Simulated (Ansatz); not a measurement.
# H6OW: molecular dynamics

Aim: follow the molecule's vibrations and see whether its bonds hold. The start is relaxed first. Runs: 500 steps of 1 fs under a Langevin thermostat at 50 K.

Method: RKS PBE-D4/def2-SVP, in Ansatz 0.2.0.

## 1. The structure to begin with

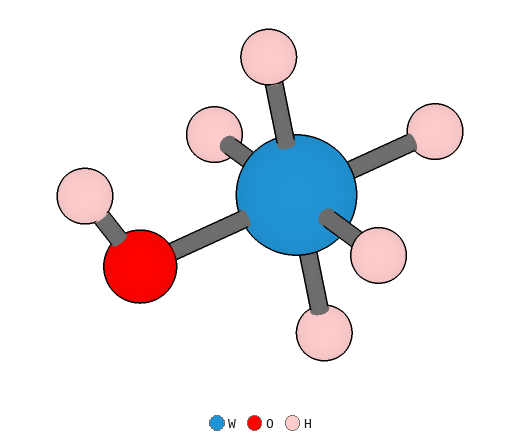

Start, viewed from a chosen angle; tungsten blue, oxygen red, hydrogen pink.

As a file:

```xyz
8

W     0.0000    0.0000    0.0000
O     0.0000    0.0000    1.9400
H    -0.9095   -0.2814    2.2771
H     1.7200    0.0000    0.0000
H     0.0000    1.7200    0.0000
H    -1.7200    0.0000    0.0000
H     0.0000   -1.7200    0.0000
H     0.0000    0.0000   -1.7200
```

## 2. Relaxing the start

File input.yaml:

```yaml
crystal:
  periodic: [false, false, false]
  atoms:
    - { symbol: W, position_ang: [0.0, 0.0, 0.0] }
    - { symbol: O, position_ang: [0.0, 0.0, 1.94] }
    - { symbol: H, position_ang: [-0.9095, -0.2814, 2.2771] }
    - { symbol: H, position_ang: [1.72, 0.0, 0.0] }
    - { symbol: H, position_ang: [0.0, 1.72, 0.0] }
    - { symbol: H, position_ang: [-1.72, 0.0, 0.0] }
    - { symbol: H, position_ang: [0.0, -1.72, 0.0] }
    - { symbol: H, position_ang: [0.0, 0.0, -1.72] }
basis:
  gaussian: { orbitals: def2-SVP }
hamiltonian:
  xc: pbe
  dispersion: d4
relax:
  f_tol: 0.02
  max_steps: 40
```

Run with:

```bash
$ ansatz run input.yaml --threads 1 --pin off --max-ram 2048MiB --backend cpu --events-out ev --progress --plain --runs-dir out
```

What it wrote, shortened:

```text
Warning: RAYON_NUM_THREADS=1 ignored (pool sized by the plan → 1); use --threads N
[...]
Functional definition: PBE
[...]
798 factors; their error is unknown
[...]
mean field -3960.09038621 eV, -145.5306374476 hartree, gradient 3.2e-6 eV, S^2 0.000000; 19 other end points of the search recorded, 0 dependent functions left out
[...]
reference -3960.09044993 eV, -145.5306397891 hartree; 14, 14 occupied and 62, 62 virtual orbitals, 798 factors
relax step   1: F+E_penalty+E_count = -3960.22533587 eV  Δ(F+E_penalty+E_count) = +0.000e0 eV  max|allowed force component| = 7.739e0 eV/Å  Δτ_max = 0.0000 Å  (737 SCF iters, accepted)
[...]
relax step   4: F+E_penalty+E_count = -3964.77107959 eV  Δ(F+E_penalty+E_count) = -1.101e0 eV  max|allowed force component| = 1.686e0 eV/Å  Δτ_max = 0.1948 Å  (45 SCF iters, accepted)
[...]
relax step   7: F+E_penalty+E_count = -3966.13127387 eV  Δ(F+E_penalty+E_count) = -2.504e-1 eV  max|allowed force component| = 6.404e-1 eV/Å  Δτ_max = 0.1985 Å  (34 SCF iters, accepted)
[...]
relax step  10: F+E_penalty+E_count = -3966.37320075 eV  Δ(F+E_penalty+E_count) = -3.714e-2 eV  max|allowed force component| = 1.046e-1 eV/Å  Δτ_max = 0.0859 Å  (37 SCF iters, accepted)
[...]
relax step  12: F+E_penalty+E_count = -3966.37504849 eV  Δ(F+E_penalty+E_count) = +1.074e-4 eV  max|allowed force component| = 5.839e-2 eV/Å  Δτ_max = 0.0144 Å  (32 SCF iters, rejected (line search))
[...]
relax step  13: F+E_penalty+E_count = -3966.37535834 eV  Δ(F+E_penalty+E_count) = -2.025e-4 eV  max|allowed force component| = 1.218e-2 eV/Å  Δτ_max = 0.0070 Å  (32 SCF iters, accepted)
798 factors; their error is unknown
[...]
mean field -3966.24013330 eV, -145.7566364847 hartree, gradient 2.3e-5 eV, S^2 0.000000; 1 other end points of the search recorded, 0 dependent functions left out
[...]
reference -3966.24019072 eV, -145.7566385947 hartree; 14, 14 occupied and 62, 62 virtual orbitals, 798 factors
Total energy: -3966.37541576 eV, -145.7616080233 hartree
Atom 0 at     0.220273     0.166257     0.244277 Å, force    -0.010805    -0.008799    -0.005548 eV/Å
Atom 1 at    -0.338248     0.190716     2.039056 Å, force     0.011850     0.009063     0.000153 eV/Å
Atom 2 at    -1.116951    -0.225408     2.452085 Å, force    -0.012176    -0.005816    -0.003771 eV/Å
Atom 3 at     1.730277    -0.631678     0.093533 Å, force     0.002845    -0.002128    -0.003871 eV/Å
Atom 4 at     0.201379     1.747134    -0.419848 Å, force    -0.000179     0.000314    -0.001910 eV/Å
Atom 5 at    -1.152727    -0.757869     0.048453 Å, force     0.001968     0.000349     0.004682 eV/Å
Atom 6 at     0.268730    -1.157029    -0.813216 Å, force     0.004896     0.002178     0.003272 eV/Å
Atom 7 at    -0.722233     0.386477    -1.147241 Å, force     0.001600     0.004840     0.006993 eV/Å
Dipole moment:    -0.124593     0.009223     0.421833 e Å
```

It took 30 s on 1 thread of Intel Xeon 6975P-C (Granite Rapids), shared host; peak memory 0.17 GiB.

Step by step:

```
step  energy from step 1 (eV)  largest force component (eV/Å)
   1                   0.0000                          7.7388
   2                  -2.0456                          1.7963
   3                  -3.4452                          3.1773
   4                  -4.5457                          1.6855
   5                  -5.2887                          1.1814
   6                  -5.6555                          0.9074
   7                  -5.9059                          0.6404
   8                  -6.1107                          0.2263
  9x                  -6.0936                          0.5917
  10                  -6.1479                          0.1046
  11                  -6.1498                          0.0300
 12x                  -6.1497                          0.0584
  13                  -6.1500                          0.0122
```

Step 1 is the start. 2 steps were tried and not accepted (marked x).

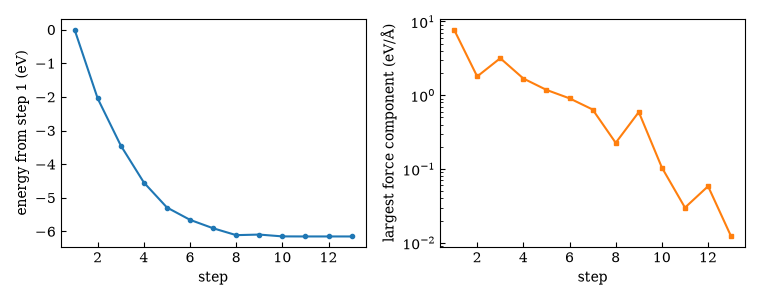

Energy and largest force along the relaxation.

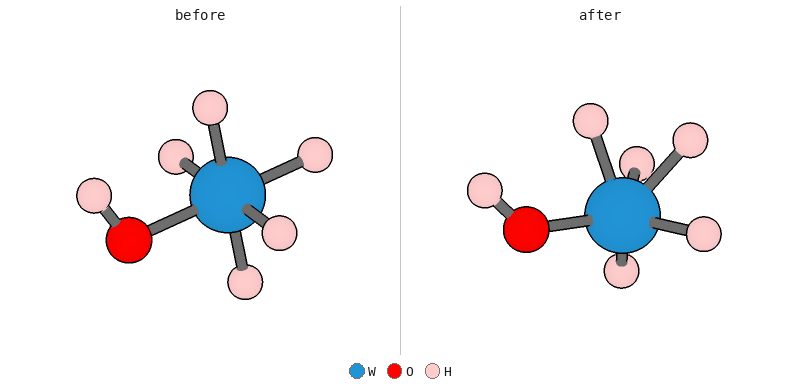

The structure before (left) and after (right), drawn at the same scale.

After: Bond lengths: W1–O2 1.880 Å, O2–H3 0.975 Å, W1–H4 1.715 Å, W1–H5 1.715 Å, W1–H6 1.667 Å, W1–H7 1.695 Å, W1–H8 1.695 Å. Angles (14 of 16 angles, heavy atoms first): W1–O2–H3 129.5°, O2–W1–H4 110.6°, O2–W1–H5 110.8°, O2–W1–H6 82.8°, O2–W1–H7 127.9°, O2–W1–H8 128.1°, H4–W1–H5 113.9°, H4–W1–H6 117.2°, H4–W1–H7 63.7°, H4–W1–H8 118.6°, H5–W1–H6 117.2°, H5–W1–H7 118.6°, H5–W1–H8 63.7°, H6–W1–H7 61.1°.

## 3. Dynamics

500 steps of 1 fs under a Langevin thermostat at 50 K, from the relaxed start.

File input.yaml:

```yaml
crystal:
  periodic: [false, false, false]
  atoms:
    - { symbol: W, position_ang: [0.220273, 0.166257, 0.244277] }
    - { symbol: O, position_ang: [-0.338248, 0.190716, 2.039056] }
    - { symbol: H, position_ang: [-1.116951, -0.225408, 2.452085] }
    - { symbol: H, position_ang: [1.730277, -0.631678, 0.093533] }
    - { symbol: H, position_ang: [0.201379, 1.747134, -0.419848] }
    - { symbol: H, position_ang: [-1.152727, -0.757869, 0.048453] }
    - { symbol: H, position_ang: [0.26873, -1.157029, -0.813216] }
    - { symbol: H, position_ang: [-0.722233, 0.386477, -1.147241] }
basis:
  gaussian: { orbitals: def2-SVP }
hamiltonian:
  xc: pbe
  dispersion: d4
md:
  timestep: 1.0
  n_steps: 500
  ensemble: nvt_langevin
  temperature: 50.0
  initial_velocities: maxwell_boltzmann
  seed: 845565
  friction: 1.0
```

Run with:

```bash
$ ansatz run input.yaml --threads 1 --pin off --max-ram 2048MiB --backend cpu --events-out ev --progress --plain --runs-dir out
```

What it wrote, shortened:

```text
Warning: RAYON_NUM_THREADS=1 ignored (pool sized by the plan → 1); use --threads N
[...]
[... 1 set-up line as earlier in the session ...]
[...]
798 factors; their error is unknown
[...]
mean field -3966.24012083 eV, -145.7566360265 hartree, gradient 1.9e-5 eV, S^2 0.000000; 0 other end points of the search recorded, 0 dependent functions left out
[...]
reference -3966.24017872 eV, -145.7566381539 hartree; 14, 14 occupied and 62, 62 virtual orbitals, 798 factors
md step     0: t =     0.00 fs  T =    43.8 K  F+E_penalty+E_count = -3966.37534589 eV  E_kin = 0.045241 eV  (29 SCF iters)
[...]
md step    21: t =    21.00 fs  T =    71.4 K  F+E_penalty+E_count = -3966.32226780 eV  E_kin = 0.073786 eV  (32 SCF iters, 11 dispersion substeps)
[...]
md step    42: t =    42.00 fs  T =    52.5 K  F+E_penalty+E_count = -3966.33468406 eV  E_kin = 0.054239 eV  (31 SCF iters, 11 dispersion substeps)
[...]
md step    63: t =    63.00 fs  T =    43.6 K  F+E_penalty+E_count = -3966.33736700 eV  E_kin = 0.045071 eV  (31 SCF iters, 11 dispersion substeps)
[...]
md step    84: t =    84.00 fs  T =    48.9 K  F+E_penalty+E_count = -3966.31842129 eV  E_kin = 0.050558 eV  (31 SCF iters, 11 dispersion substeps)
md step    85: t =    85.00 fs  T =    72.1 K  F+E_penalty+E_count = -3966.32227888 eV  E_kin = 0.074554 eV  (31 SCF iters, 11 dispersion substeps)
```

## 4. The output, continued: dynamics from the start

Output, continued, shortened:

```text
md step    86: t =    86.00 fs  T =    84.0 K  F+E_penalty+E_count = -3966.33672794 eV  E_kin = 0.086876 eV  (30 SCF iters, 11 dispersion substeps)
[...]
md step   113: t =   113.00 fs  T =    37.5 K  F+E_penalty+E_count = -3966.34714265 eV  E_kin = 0.038735 eV  (32 SCF iters, 11 dispersion substeps)
[...]
md step   140: t =   140.00 fs  T =    39.9 K  F+E_penalty+E_count = -3966.32760879 eV  E_kin = 0.041263 eV  (31 SCF iters, 11 dispersion substeps)
[...]
md step   167: t =   167.00 fs  T =    65.9 K  F+E_penalty+E_count = -3966.33291743 eV  E_kin = 0.068163 eV  (31 SCF iters, 11 dispersion substeps)
[...]
md step   193: t =   193.00 fs  T =    42.8 K  F+E_penalty+E_count = -3966.34188671 eV  E_kin = 0.044236 eV  (29 SCF iters, 11 dispersion substeps)
md step   194: t =   194.00 fs  T =    52.1 K  F+E_penalty+E_count = -3966.34133431 eV  E_kin = 0.053911 eV  (31 SCF iters, 11 dispersion substeps)
```

## 5. The log goes on: dynamics from the start

The log, continued, shortened:

```text
md step   195: t =   195.00 fs  T =    54.7 K  F+E_penalty+E_count = -3966.34305397 eV  E_kin = 0.056558 eV  (32 SCF iters, 11 dispersion substeps)
[...]
md step   217: t =   217.00 fs  T =    47.2 K  F+E_penalty+E_count = -3966.33896870 eV  E_kin = 0.048795 eV  (31 SCF iters, 11 dispersion substeps)
[...]
md step   239: t =   239.00 fs  T =    32.2 K  F+E_penalty+E_count = -3966.35195722 eV  E_kin = 0.033329 eV  (31 SCF iters, 11 dispersion substeps)
[...]
md step   261: t =   261.00 fs  T =    32.9 K  F+E_penalty+E_count = -3966.32987374 eV  E_kin = 0.034013 eV  (31 SCF iters, 11 dispersion substeps)
[...]
md step   499: t =   499.00 fs  T =    31.6 K  F+E_penalty+E_count = -3966.34786732 eV  E_kin = 0.032638 eV  (32 SCF iters, 11 dispersion substeps)
[...]
md step   500: t =   500.00 fs  T =    54.1 K  F+E_penalty+E_count = -3966.34856233 eV  E_kin = 0.055992 eV  (29 SCF iters, 11 dispersion substeps)
Total energy: -3966.34861992 eV, -145.7606232942 hartree
Atom 0 at     0.245677     0.142260     0.256457 Å, force     0.195758    -0.068502     0.368661 eV/Å
Atom 1 at    -0.379964     0.102788     2.045222 Å, force     0.142119     0.010586    -0.400347 eV/Å
Atom 2 at    -1.190676    -0.270155     2.433645 Å, force    -0.035393    -0.096612    -0.007754 eV/Å
Atom 3 at     1.788617    -0.601761     0.087248 Å, force    -0.066648     0.068883     0.031930 eV/Å
Atom 4 at     0.143807     1.736664    -0.352802 Å, force     0.054604     0.059835     0.063978 eV/Å
Atom 5 at    -1.061665    -0.853846    -0.028704 Å, force    -0.054752     0.087379     0.031463 eV/Å
Atom 6 at     0.374558    -1.066875    -0.933356 Å, force     0.013252    -0.051702     0.158564 eV/Å
Atom 7 at    -0.638413     0.399322    -1.135726 Å, force    -0.248940    -0.009867    -0.246495 eV/Å
Dipole moment:    -0.146704     0.029202     0.402799 e Å
```

Wall time 14 min (1 thread of Intel Xeon 6975P-C (Granite Rapids), shared host); peak memory 0.15 GiB.

## 6. What the atoms did

The trajectory, every 20 steps (energies from step 0):

```
time (fs)  T (K)  potential energy change (meV/atom)
      0.0     44                                 0.0
     20.0     51                                 7.3
     40.0     35                                 4.2
     60.0     66                                 5.1
     80.0     56                                 6.7
    100.0     71                                 2.7
    120.0     52                                 3.3
    140.0     40                                 6.0
    160.0     46                                 4.3
    180.0     62                                 4.4
    200.0     40                                 5.1
    220.0     49                                 2.0
    240.0     52                                 2.7
    260.0     58                                 5.7
    280.0     42                                 4.1
    300.0     53                                 4.3
    320.0     50                                 3.0
    340.0     89                                 1.7
    360.0     50                                 3.9
    380.0     49                                 4.6
    400.0     30                                 3.4
    420.0     51                                 4.7
    440.0     43                                 5.5
    460.0     44                                 5.1
    480.0     37                                 4.7
    500.0     54                                 3.3
```

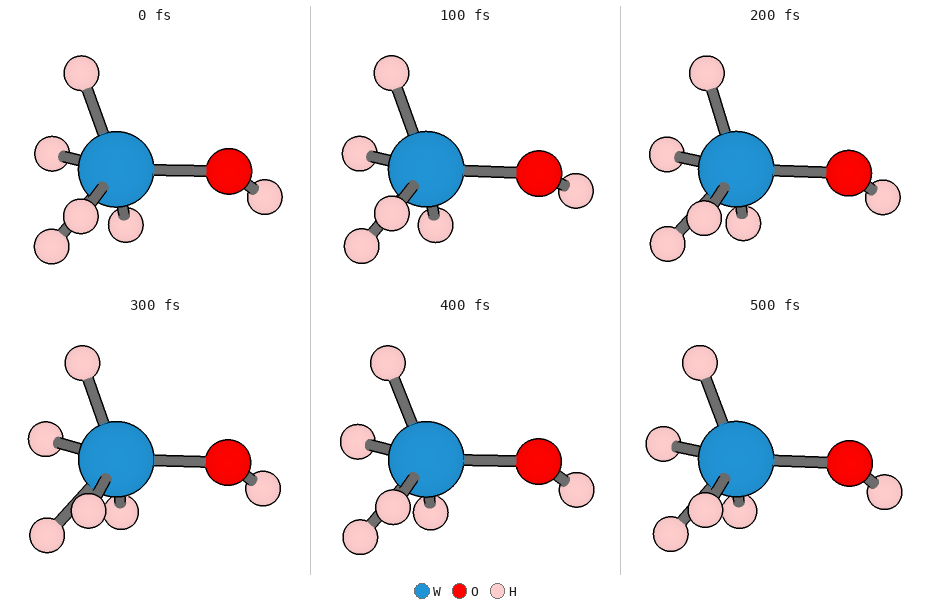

The system at six times, viewed from a chosen angle. Sticks join atoms within a bonding distance in each frame.

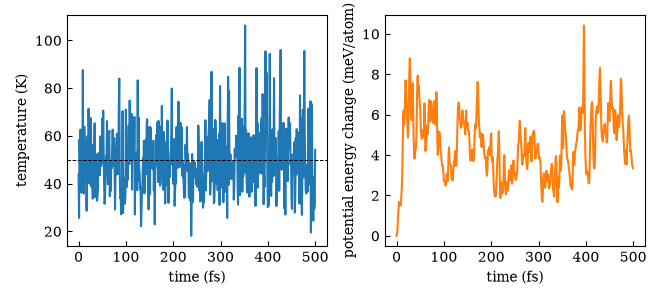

Time series of the run, each on its own scale. The dashed line is the set temperature.

## 7. Positions and forces

Positions (Å) and forces (eV/Å):

```xyz
8
time_fs=62.0 T=40 dE=0.0354
W     0.230    0.168    0.245    0.374   -0.827   -0.147
O    -0.348    0.188    2.024   -0.110   -0.105    0.426
H    -1.074   -0.313    2.452    0.151    0.171   -0.148
H     1.754   -0.673    0.068   -0.343    0.279    0.083
H     0.273    1.742   -0.399   -0.153    0.180   -0.073
H    -1.156   -0.776    0.092    0.203    0.188   -0.157
H     0.310   -1.127   -0.862   -0.159    0.092    0.116
H    -0.762    0.418   -1.100    0.036    0.021   -0.101
8
time_fs=125.0 T=83 dE=0.0300
W     0.230    0.159    0.250   -0.567   -0.235   -0.563
O    -0.374    0.171    2.015   -0.218   -0.216    0.756
H    -1.068   -0.315    2.522    0.323    0.296   -0.461
H     1.703   -0.689    0.083    0.169   -0.013    0.042
H     0.215    1.742   -0.404    0.055    0.031    0.040
H    -1.156   -0.732   -0.006    0.052   -0.004    0.101
H     0.247   -1.133   -0.856    0.066    0.093    0.052
H    -0.722    0.415   -1.138    0.119    0.048    0.034
8
time_fs=188.0 T=66 dE=0.0312
W     0.222    0.163    0.250   -0.054   -0.195    0.059
O    -0.373    0.168    2.034   -0.446   -0.302    0.080
H    -1.144   -0.288    2.443    0.345    0.208   -0.161
H     1.718   -0.669    0.182    0.052    0.053   -0.118
H     0.223    1.744   -0.340    0.005    0.356   -0.160
H    -1.135   -0.789    0.016   -0.011    0.164   -0.066
H     0.298   -1.081   -0.892   -0.016   -0.135    0.038
H    -0.674    0.468   -1.191    0.126   -0.149    0.330
8
time_fs=250.0 T=46 dE=0.0247
W     0.230    0.174    0.251    0.690   -0.031   -0.239
O    -0.390    0.145    2.015   -0.052   -0.133    0.177
H    -1.141   -0.347    2.391   -0.086    0.009    0.064
H     1.785   -0.607    0.097   -0.322    0.267    0.075
H     0.142    1.804   -0.303    0.054   -0.154   -0.078
H    -1.101   -0.766   -0.038   -0.117   -0.173    0.058
H     0.387   -1.105   -0.866   -0.114    0.093    0.070
H    -0.693    0.389   -1.142   -0.053    0.123   -0.127
8
time_fs=312.0 T=40 dE=0.0233
W     0.231    0.167    0.252    0.201    0.021   -0.604
O    -0.374    0.102    2.024   -0.718   -0.493    0.520
H    -1.136   -0.380    2.445    0.689    0.436   -0.423
H     1.785   -0.553    0.095   -0.035    0.072    0.040
H     0.134    1.788   -0.330   -0.009   -0.160    0.053
H    -1.060   -0.844   -0.009   -0.128    0.001   -0.071
H     0.398   -1.082   -0.916   -0.065    0.175    0.276
H    -0.687    0.411   -1.169    0.065   -0.052    0.208
8
time_fs=375.0 T=52 dE=0.0283
W     0.247    0.166    0.249    0.746   -0.182   -0.216
O    -0.340    0.101    2.018    0.068    0.113    0.217
H    -1.112   -0.290    2.454   -0.232   -0.167    0.079
H     1.776   -0.629    0.111   -0.135    0.182   -0.034
H     0.203    1.786   -0.320   -0.037   -0.039   -0.010
H    -1.044   -0.812   -0.060   -0.349   -0.042    0.079
H     0.350   -1.069   -0.921    0.062    0.013    0.130
H    -0.676    0.418   -1.127   -0.123    0.122   -0.245
8
time_fs=438.0 T=61 dE=0.0433
W     0.247    0.155    0.249   -0.577   -0.474   -0.268
O    -0.350    0.108    2.043   -0.433   -0.162   -0.031
H    -1.179   -0.227    2.465    0.558    0.135   -0.354
H     1.764   -0.609    0.061    0.102    0.072    0.070
H     0.162    1.767   -0.361    0.029   -0.139    0.065
H    -1.060   -0.869   -0.082    0.190    0.359    0.295
H     0.363   -1.116   -0.887    0.092    0.103    0.162
H    -0.662    0.356   -1.168    0.039    0.107    0.061
8
time_fs=500.0 T=54 dE=0.0268
W     0.246    0.142    0.257    0.196   -0.069    0.369
O    -0.380    0.103    2.045    0.142    0.011   -0.400
H    -1.191   -0.270    2.434   -0.035   -0.097   -0.008
H     1.789   -0.602    0.087   -0.067    0.069    0.032
H     0.144    1.737   -0.353    0.055    0.060    0.064
H    -1.062   -0.854   -0.029   -0.055    0.087    0.032
H     0.375   -1.067   -0.933    0.013   -0.052    0.159
H    -0.638    0.399   -1.136   -0.249   -0.010   -0.246
```

## 8. What came out

| quantity | value |
| --- | --- |
| relaxation of the start | 10 moves, 6.150 eV lower |
| length | 500 steps of 1 fs |
| temperature, first and last step | 44 and 54 K |
| temperature, second half | mean 51 K, from 20 to 106 K |
| potential energy, second half | +4 meV/atom from the start |
| bonds formed or broken | 0 |

What this shows: Against a set 50 K the second half averages 51 K with a spread of 15 K. A friction of 1 per fs wipes out velocities within 1 fs: the temperature is held, but the motion is overdamped and says nothing of rates. The bonding pattern survives the run. A run of 500 fs with 8 atoms shows the motion but fixes no equilibrium value. The nuclei move classically, without zero-point motion, which matters most for hydrogen.
